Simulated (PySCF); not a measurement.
Bond stretch in HF, singlet.

Levels of theory: RKS-wB97X-V = PySCF with restricted wB97X-V/cc-pVDZ; RKS-r2SCAN = restricted r2SCAN/cc-pVDZ in PySCF; UKS-r2SCAN = unrestricted r2SCAN/cc-pVDZ run with PySCF 2.14.0.

Magnitude of the dipole moment (D; its direction can reverse along the curve, and a method can change to another solution) and Mulliken charge of the fragment that holds F1:

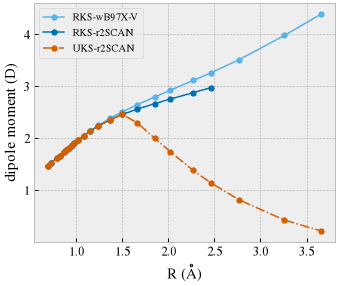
Figure. Dipole moment against bond length.

```tsv
R / Å	μ RKS-wB97X-V	q RKS-wB97X-V	μ RKS-r2SCAN	q RKS-r2SCAN	μ UKS-r2SCAN	q UKS-r2SCAN
0.69	1.47	0.03	1.47	0.01	1.47	0.01
0.73	1.52	-0.02	1.53	-0.03	1.53	-0.03
0.79	1.61	-0.08	1.62	-0.10	1.62	-0.10
0.82	1.66	-0.11	1.66	-0.13	1.66	-0.13
0.87	1.74	-0.16	1.74	-0.18	1.74	-0.18
0.89	1.77	-0.18	1.77	-0.19	1.77	-0.19
0.92	1.81	-0.20	1.82	-0.22	1.82	-0.22
0.95	1.86	-0.22	1.86	-0.24	1.86	-0.24
0.98	1.90	-0.24	1.91	-0.26	1.91	-0.26
1.02	1.96	-0.27	1.96	-0.28	1.96	-0.28
1.08	2.04	-0.29	2.05	-0.30	2.05	-0.30
1.15	2.14	-0.32	2.13	-0.32	2.13	-0.32
1.24	2.25	-0.33	2.24	-0.34	2.24	-0.34
1.37	2.39	-0.33	2.36	-0.34	2.36	-0.34
1.50	2.51	-0.33	2.46	-0.33	2.46	-0.33
1.66	2.64	-0.31	2.56	-0.31	2.30	-0.28
1.85	2.79	-0.29	2.66	-0.28	2.00	-0.21
2.02	2.92	-0.27	2.75	-0.26	1.74	-0.17
2.27	3.11	-0.26	2.88	-0.24	1.38	-0.12
2.46	3.26	-0.25	2.97	-0.23	1.14	-0.09
2.77	3.51	-0.25	—	—	0.81	-0.06
3.26	3.98	-0.25	—	—	0.42	-0.03
3.66	4.39	-0.25	—	—	0.21	-0.01
```

A dash means that the run gave no value there, or that the column was ended at a point which the program doubted or which failed a test of continuity chosen for this set; such a test can also cut sound points.

At the longest distance RKS-wB97X-V leaves fractional charges on the fragments, a sign of delocalisation error or of the restricted form. The restricted form behind RKS-wB97X-V, RKS-r2SCAN keeps the bonding electrons paired and can't separate into open-shell fragments. The unrestricted determinant behind UKS-r2SCAN is spin-contaminated at 1.66 to 3.66 Å (<S²> up to 1.0, against 0.00 for a pure singlet).
